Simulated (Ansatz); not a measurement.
The figure comes from a scan of AlNi₃ (Cu3Au type): one Ni atom of a 4-atom cell moves by u along (1.00, 0.00, 0.00) and v along (0.00, 1.00, 0.00). Computed with PBE (plane waves to 420 eV, PAW, scalar-relativistic; Ansatz, an electronic-structure program). k mesh 11×11×11 (Γ-centred), Fermi-Dirac smearing 0.05 eV. The energy includes the smearing's −TS. With partly filled bands, energies and forces of such displacements shift with the k mesh and the smearing. AlNi3 was relaxed with its symmetry unable to fall. Relaxed AlNi3 ends ferromagnetic. The magnetic order is the one the run started from; other orders were not tried. ΔE is measured from the undisplaced structure. Axes are in Å.

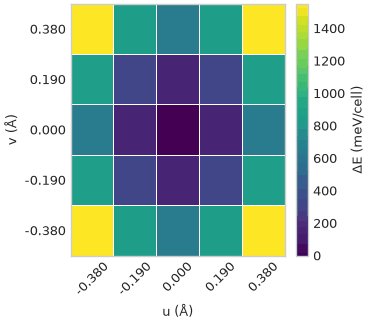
Figure: ΔE (meV/cell), one tile a computed point.

Task: Turn the plot into a table (rounded to what can be read).

Result: To the nearest 200:

ΔE (meV/cell), with u across and v down:

```
v \ u   -0.380  -0.190  0.000  0.190  0.380
------  ------  ------  -----  -----  -----
-0.380    1600     800    600    800   1600
-0.190     800     400    200    400    800
0.000      600     200      0    200    600
0.190      800     400    200    400    800
0.380     1600     800    600    800   1600
```

(For displaced atoms, the force is minus the slope of the energy, and its curvature is a force constant, which sets phonon frequencies.)
